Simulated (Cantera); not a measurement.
Charge: 1 mol Cr₂O₃, 2500 mol H₂, 7.8 mol H₂O, equilibrated at 3.60 mbar.

These are equilibrium values from Cantera (NASA tables, ideal gas, pure condensed phases), not measurements of a reactor. Candidate condensed phases: Cr, Cr₂O₃, H₂O; 13 gas species. The numbers say what is thermodynamically allowed, not how fast it happens.

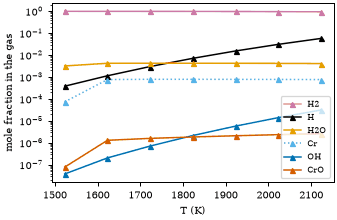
Equilibrium gas composition (values under 1e-9 drawn at 1e-9)

### Question
Read off the mole fractions at 2023 K.

### Answer
H₂ about 0.96, H about 0.031, H₂O about 0.0042, Cr about 0.00078, OH about 1.4e-5, CrO about 2.4e-6.
